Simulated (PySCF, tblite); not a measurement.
# B₂₃N₂₄H₁₉: electronic excitations, NMR shifts

Wanted: electronic excitations, NMR shifts for B₂₃N₂₄H₁₉.

Computed with tblite 0.8.0 and PySCF 2.14.0 and routines of our own; the level stands in each step. Atoms count from 0.

### Step 1. The starting structure

66 atoms, charge 0, multiplicity 1; geometry from: force field, distance geometry or constructed start.

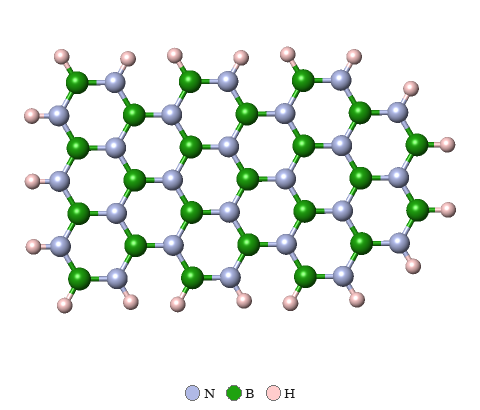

The starting geometry (nitrogen light blue, boron green, hydrogen pink).

### Step 2. Optimising the geometry with GFN2-xTB

Job settings and geometry (Å):

```
{"job": {"kind": "relax", "xc": "GFN2-xTB", "basis": "xTB"}, "charge": 0, "multiplicity": 1}
N      0.004900    -2.218800    -0.001600
B     -1.258900    -1.489400    -0.006900
N     -2.506300    -2.219300     0.001000
B     -2.512200    -3.662600    -0.006200
N     -1.256700    -4.393200     0.003400
B     -0.003300    -3.667500    -0.002600
N      3.767300    -0.040300    -0.003300
B      2.514900     0.685700     0.001500
N      1.258400    -0.044100    -0.000400
B      1.252900    -1.492800     0.001600
N      2.509400    -2.218200    -0.002100
B      3.764700    -1.494000    -0.000000
N      3.763800     4.308700     0.005000
B      2.513700     5.032400    -0.002700
N      1.253500     4.313100     0.000200
B      1.253800     2.858600     0.006300
N      2.511900     2.134900     0.000900
B      3.766100     2.854600    -0.001000
N     -1.256300     4.309800     0.002500
B     -2.508700     5.033900     0.002700
N     -3.769500     4.311800     0.001500
B     -3.768100     2.859500    -0.000200
N     -2.508100     2.137600     0.006600
B     -1.259900     2.853700    -0.001500
N     -3.766700    -4.389400     0.000900
B     -3.773300    -5.842900     0.002500
N     -2.510800    -6.564700    -0.000700
B     -1.256300    -5.841400     0.001200
B      0.000600     5.033400    -0.002000
N      0.001100     2.133400     0.003400
N      1.259300    -4.391400    -0.001100
B      2.509600    -3.665700     0.000200
B     -0.001000     0.683100    -0.001900
N      3.769300    -4.393300     0.003700
B      1.256900    -5.840200    -0.003300
N      2.512000    -6.564800    -0.002900
B      3.766400    -5.841900    -0.004100
N      2.512400     6.485500    -0.002600
B      1.256800     7.204100    -0.000100
N     -0.004800     6.486400     0.001200
N     -1.255800    -0.044300     0.003800
B     -2.505600     0.677400     0.003700
N      0.004900    -6.566000    -0.003600
N     -3.764600    -0.042500    -0.001800
B     -3.770900    -1.490300     0.002400
B     -1.257600     7.209600    -0.003400
N     -2.509100     6.483100    -0.000600
H      4.667600     0.480600     0.002300
H      4.782100    -2.076600     0.000200
H      4.669800     4.828700     0.002000
H      4.779600     2.265700     0.003100
H     -4.661300     4.829300    -0.000300
H     -4.780900     2.272600     0.000100
H     -4.671300    -3.873600    -0.003000
H     -4.779800    -6.427900     0.001500
H     -2.512000    -7.604000     0.000600
H      4.674500    -3.877700    -0.001900
H      2.514200    -7.599400    -0.000700
H      4.780600    -6.427700     0.004000
H      3.411200     7.005000    -0.001000
H      1.251900     8.378900     0.001500
H      0.003900    -7.607300    -0.001900
H     -4.666200     0.478700     0.000800
H     -4.780700    -2.073500     0.001100
H     -1.250000     8.381300     0.002000
H     -3.417000     7.004800     0.001300
```

Command:

```sh
OMP_NUM_THREADS=4 python large_run.py task.json out
```

One launch serves the whole session: the jobs run in the order shown.

The program printed:

```text
step      E/eV     max force
  0   -3000.58792    1.553
  1   -3001.02704    1.086
  2   -3001.29350    0.690
  3   -3001.43370    0.562
  4   -3001.55366    0.447
  5   -3001.61260    0.329
  6   -3001.64990    0.289
  7   -3001.66640    0.187
  8   -3001.67680    0.154
  9   -3001.68421    0.145
 10   -3001.68970    0.146
 11   -3001.69289    0.087
 12   -3001.69490    0.059
 13   -3001.69644    0.056
 14   -3001.69759    0.065
 15   -3001.69826    0.050
 16   -3001.69864    0.038
 17   -3001.69893    0.029
 18   -3001.69920    0.026
 19   -3001.69942    0.019
```

It took 1.3 s on 4 threads of Arm Neoverse V2, shared host; peak memory 0.14 GiB.

The steps of the relaxation:

```csv
step,energy from step 0 (eV),largest force (eV/Å)
0,0.0000,1.5527
1,-0.4391,1.0854
2,-0.7056,0.6900
3,-0.8458,0.5623
4,-0.9657,0.4470
5,-1.0247,0.3299
6,-1.0620,0.2895
7,-1.0785,0.1871
8,-1.0889,0.1534
9,-1.0963,0.1452
10,-1.1018,0.1461
11,-1.1050,0.0871
12,-1.1070,0.0590
13,-1.1085,0.0556
14,-1.1097,0.0650
15,-1.1103,0.0500
16,-1.1107,0.0380
17,-1.1110,0.0290
18,-1.1113,0.0260
19,-1.1115,0.0191
```

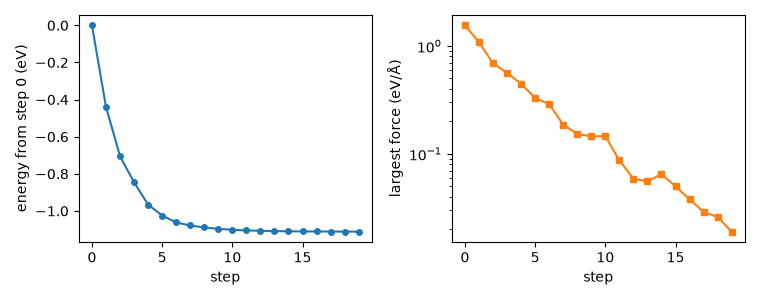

Energy and largest force along the relaxation.

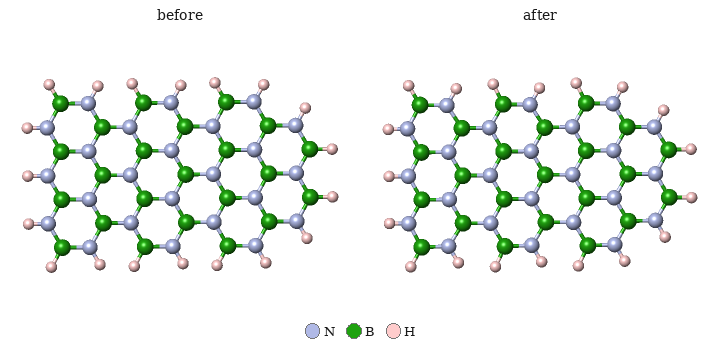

Before and after, at one scale.

Distances of close pairs at the start and the end, largest changes first:

```csv
bond,before (Å),after (Å),change (Å)
N6–B11,1.454,1.405,-0.049
N12–B17,1.454,1.409,-0.045
N20–B21,1.452,1.409,-0.043
N43–B44,1.448,1.405,-0.043
N24–B25,1.454,1.411,-0.043
B25–N26,1.454,1.412,-0.042
B45–N46,1.447,1.408,-0.039
N37–B38,1.447,1.408,-0.039
```

The end geometry stands in the next job.

### Step 3. Electronic excitations: TDA PBE0/6-31G*

Job settings and geometry (Å):

```
{"job": {"kind": "uv", "basis": "6-31G*", "grid": 1, "kgrid": 0, "vcut": 1.5, "nstates": 6, "ntriplets": 2, "tda": true, "delta": ["ip_vertical"], "pop": true, "xc": "PBE0"}, "charge": 0, "multiplicity": 1}
N      0.000246    -2.205649    -0.000980
B     -1.249287    -1.489592    -0.000468
N     -2.501942    -2.212433    -0.000415
B     -2.486941    -3.663600    -0.001019
N     -1.240566    -4.372328    -0.001131
B      0.000302    -3.647452    -0.001449
N      3.682483    -0.071557     0.000124
B      2.478110     0.686536     0.000701
N      1.243734    -0.043175     0.000189
B      1.249761    -1.489571    -0.000632
N      2.502429    -2.212499    -0.000898
B      3.724784    -1.475572    -0.000277
N      3.691961     4.285207     0.001292
B      2.467439     5.013702     0.000364
N      1.236560     4.287520     0.000768
B      1.243796     2.845157     0.001127
N      2.503864     2.137430     0.001218
B      3.728136     2.876649     0.001938
N     -1.236119     4.287556     0.001281
B     -2.466984     5.013794     0.000832
N     -3.691581     4.285376     0.000957
B     -3.727829     2.876803     0.001162
N     -2.503594     2.137483     0.001557
B     -1.243517     2.845184     0.001516
N     -3.687422    -4.436307    -0.000943
B     -3.726412    -5.846653     0.000254
N     -2.483502    -6.517450     0.000299
B     -1.241757    -5.811130    -0.001044
B      0.000242     5.017038     0.000655
N      0.000128     2.120077     0.001461
N      1.241206    -4.372313    -0.001547
B      2.487625    -3.663688    -0.001042
B      0.000159     0.676104     0.000864
N      3.688087    -4.436432    -0.000403
B      1.242453    -5.811126    -0.001824
N      2.484191    -6.517509    -0.001468
B      3.727090    -5.846744    -0.000058
N      2.443728     6.441501    -0.000600
B      1.243188     7.176818    -0.000259
N      0.000239     6.466070     0.000280
N     -1.243369    -0.043205     0.000630
B     -2.477708     0.686588     0.000985
N      0.000345    -6.504318    -0.001813
N     -3.682038    -0.071514     0.001113
B     -3.724317    -1.475506     0.000279
B     -1.242694     7.176868     0.000357
N     -2.443262     6.441600     0.000555
H      4.551590     0.434776     0.000470
H      4.781709    -1.991226    -0.000183
H      4.559757     4.799038     0.001837
H      4.787173     2.364686     0.002650
H     -4.559375     4.799234     0.000415
H     -4.786879     2.364860     0.000749
H     -4.558246    -3.932890    -0.001369
H     -4.743789    -6.435249     0.001491
H     -2.462692    -7.525447     0.001113
H      4.558852    -3.932940     0.000280
H      2.463456    -7.525504    -0.001645
H      4.744388    -6.435263     0.001265
H      3.323002     6.935351    -0.001185
H      1.268743     8.349961     0.000077
H      0.000253    -7.513336    -0.002074
H     -4.551182     0.434743     0.001456
H     -4.781203    -1.991280     0.000856
H     -1.268246     8.350039     0.000179
H     -3.322484     6.935566     0.000457
```

With the program's defaults for keys left out, this is: TDA PBE0/6-31G*, vertical, gas phase, core orbitals frozen in the response, virtual orbitals cut by energy.

The program printed:

```text
start: PBE on a coarse grid of 57935 points
cycle   1  E = -1896.7944583492  dE =  8.668e+00  |g| = 1.778e+00  |ddm| = 9.729e+00
cycle   2  E = -1895.6731754990  dE =  1.121e+00  |g| = 2.834e+00  |ddm| = 3.996e+00
cycle   3  E = -1897.5061878219  dE = -1.833e+00  |g| = 2.488e-01  |ddm| = 2.576e+00
cycle   4  E = -1897.5209462590  dE = -1.476e-02  |g| = 1.007e-01  |ddm| = 3.089e-01
cycle   5  E = -1897.5231735217  dE = -2.227e-03  |g| = 3.779e-02  |ddm| = 1.072e-01
cycle   6  E = -1897.5234885340  dE = -3.150e-04  |g| = 1.155e-02  |ddm| = 4.132e-02
cycle   7  E = -1897.5235162849  dE = -2.775e-05  |g| = 3.385e-03  |ddm| = 1.175e-02
final grid: 256485 points
cycle   8  E = -1897.3544471154  dE = -2.999e-02  |g| = 4.310e-02  |ddm| = 7.907e-01
cycle   9  E = -1897.3548742751  dE = -4.272e-04  |g| = 2.386e-02  |ddm| = 8.346e-02
cycle  10  E = -1897.3550132882  dE = -1.390e-04  |g| = 1.015e-02  |ddm| = 2.962e-02
cycle  11  E = -1897.3550352668  dE = -2.198e-05  |g| = 2.906e-03  |ddm| = 8.942e-03
cycle  12  E = -1897.3550362921  dE = -1.025e-06  |g| = 9.105e-04  |ddm| = 3.099e-03
cycle  13  E = -1897.3550373562  dE = -1.064e-06  |g| = 3.325e-04  |ddm| = 9.613e-04
cycle  14  E = -1897.3550389606  dE = -1.604e-06  |g| = 3.793e-05  |ddm| = 3.136e-04
converged SCF energy = -1897.3550389606
Vertical ionisation energy (delta-SCF) = 7.5828 eV   <S^2> = 0.758

Static polarisability (au): isotropic 390.259, principal 162.526 455.896 552.355

Singlet excitations
state   eV       nm        f      main configurations
  1   6.0314    205.6   0.43983   H->L+1 0.76
  2   6.0642    204.5   0.00855   H-2->L 0.33, H->L 0.27, H-1->L+1 0.23
  3   6.2509    198.3   0.00302   H->L 0.29, H->L+5 0.22, H->L+2 0.20
  4   6.2982    196.9   0.00059   H->L+2 0.39, H-2->L 0.14, H-2->L+2 0.10
  5   6.3709    194.6   0.07239   H-2->L+1 0.41, H->L+3 0.27, H->L+4 0.15
  6   6.4144    193.3   0.25507   H-1->L 0.43, H->L+3 0.11, H-2->L+4 0.09

Triplet excitations (Tamm-Dancoff, eV): 5.7938 5.8743
```

Run time: 6.3 min. Hardware: 4 threads of Arm Neoverse V2, shared host; peak memory 3.5 GiB.

The orbitals next to the gap, with their largest atomic shares:

```csv
orbital,eV,atoms
HOMO−4,-7.43,"N30 19 %, N4 19 %, N24 6 %"
HOMO−3,-7.35,"N0 12 %, N39 10 %, N37 10 %"
HOMO−2,-6.95,"N29 12 %, N20 8 %, N12 8 %"
HOMO−1,-6.86,"N10 10 %, N2 10 %, N26 8 %"
HOMO,-6.46,"N42 20 %, N24 12 %, N33 12 %"
LUMO,0.27,"B45 17 %, B38 17 %, B21 12 %"
LUMO+1,0.30,"B17 13 %, B21 13 %, B32 11 %"
LUMO+2,0.65,"B44 15 %, B11 14 %, B23 13 %"
LUMO+3,0.66,"B28 19 %, B11 7 %, B44 7 %"
```

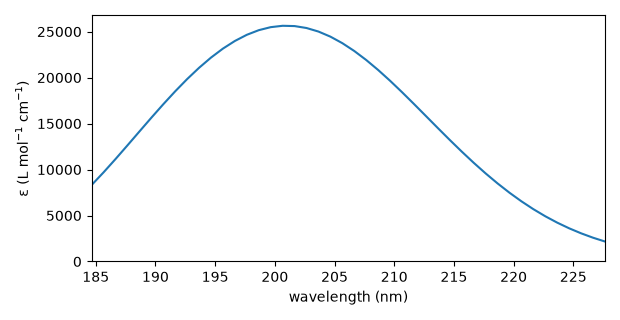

Absorption spectrum: each of the 6 states is a Gaussian band of 0.4 eV half-width at 1/e. Beyond the last state computed it falls off for lack of states.

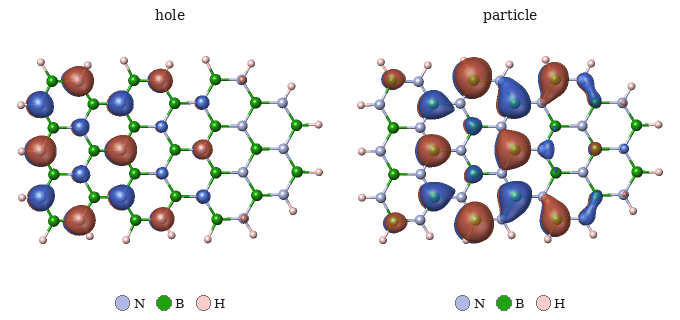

Leading natural transition orbitals of singlet state 1: the electron leaves the hole (left) for the particle orbital (right).

Ground-state properties from the same run:

```csv
property,computed
dipole moment (D),1.62
polarisability (Å³),57.83
HOMO–LUMO gap (eV),6.73
−ε(HOMO) (eV),6.46
```

Orbitals, density, ELF and potential are computed afterwards from the orbital file.

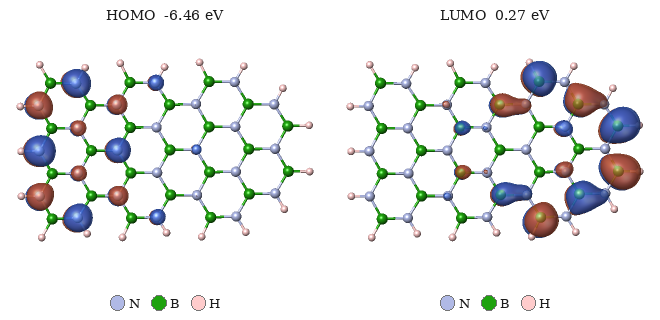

Frontier orbitals at PBE0/6-31G*; each surface holds 70 % of the orbital's density, blue and red mark the sign.

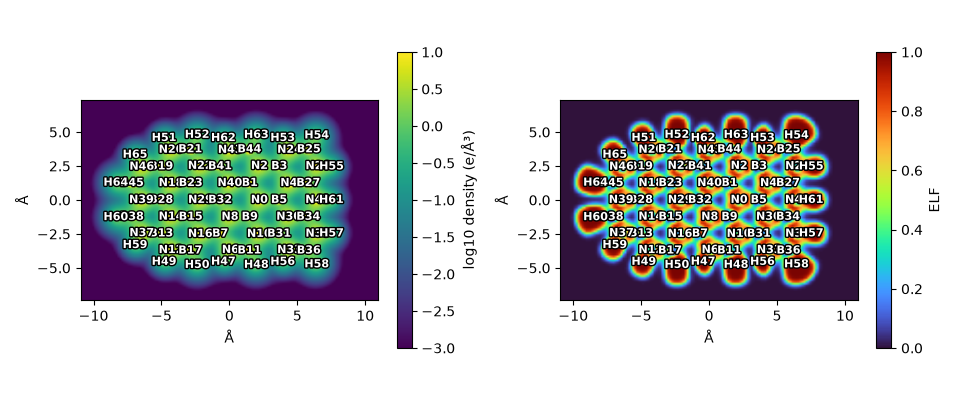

Density (left) and ELF (right) in a plane through or near 66 of the atoms.

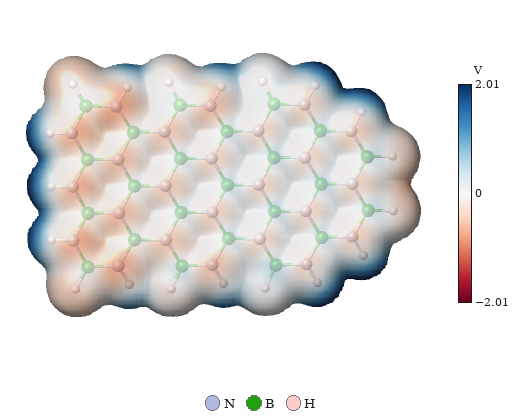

The potential that a unit positive charge feels on the 0.002 e/bohr³ surface, from -0.73 V near N24 to 2.01 V near H49.

[end of part 1 of 2]
